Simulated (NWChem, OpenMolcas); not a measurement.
How methods differ on BH (SMILES [BH])

BH: 2 atoms, total charge 0, spin state singlet. As SMILES, `[BH]`. The bond length is the measured one.

```xyz
2

B     0.0000    0.0000    0.0000
H     0.0000    0.0000    1.2324
```

Each level gives the dipole moment (D). The values are calculated.

```
                level                    kind     program  value (D)  CPU time
       HF/def2-TZVPPD            Hartree–Fock      NWChem       1.75     5.1 s
    SVWN5/def2-TZVPPD                     LDA  OpenMolcas       1.59     4.5 s
      PBE/def2-TZVPPD                     GGA  OpenMolcas       1.54     5.7 s
     TPSS/def2-TZVPPD                meta-GGA      NWChem       1.59     9.2 s
   r2SCAN/def2-TZVPPD                meta-GGA  OpenMolcas       1.60     7.2 s
    B3LYP/def2-TZVPPD           global hybrid  OpenMolcas       1.57     5.8 s
   M06-2X/def2-TZVPPD         hybrid meta-GGA  OpenMolcas       1.56       7 s
CAM-B3LYP/def2-TZVPPD  range-separated hybrid      NWChem       1.63      18 s
```

The values span 1.54 to 1.75 D. Magnitudes only. CPU times are rough (shared hosts, several kinds of processor and program).

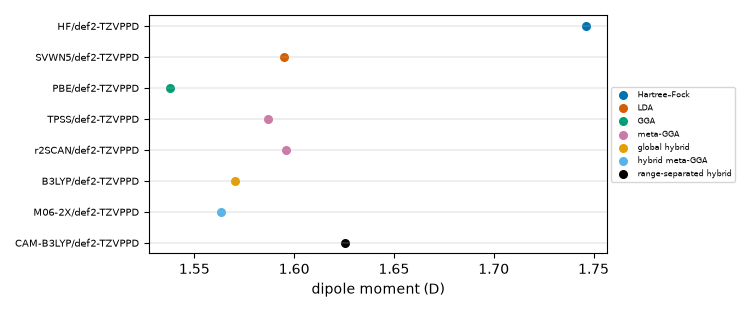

The values of the table, level by level.
